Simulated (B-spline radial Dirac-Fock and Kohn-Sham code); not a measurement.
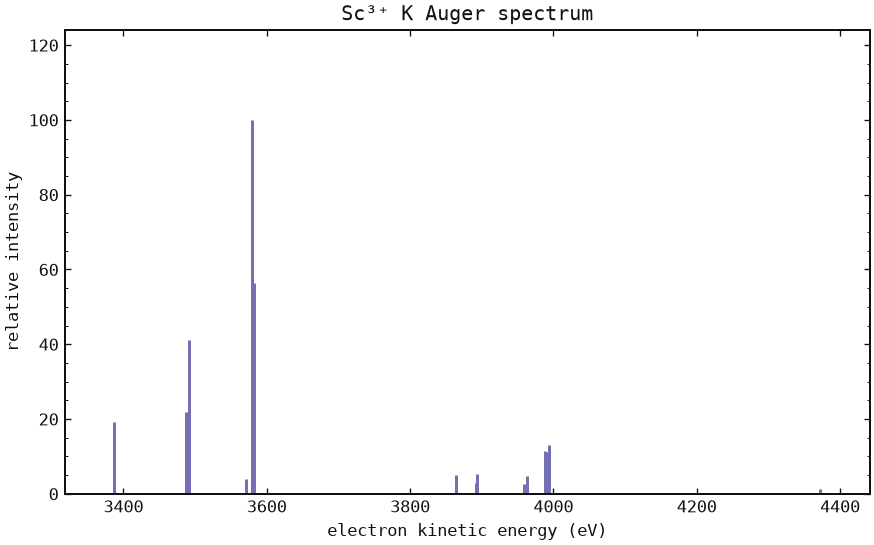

Auger groups that fill a K (1s) hole, as sticks. Kinetic energies count from the vacuum level; very weak lines are left out. The figure is for Sc³⁺ ([Ar]). Method: independent-particle Coulomb rates on relativistic LDA orbitals, configuration-average energies from Dirac–Fock (computed with a radial B-spline solver).

### How wide is the K level from this decay?

The non-radiative width is 0.673 eV.
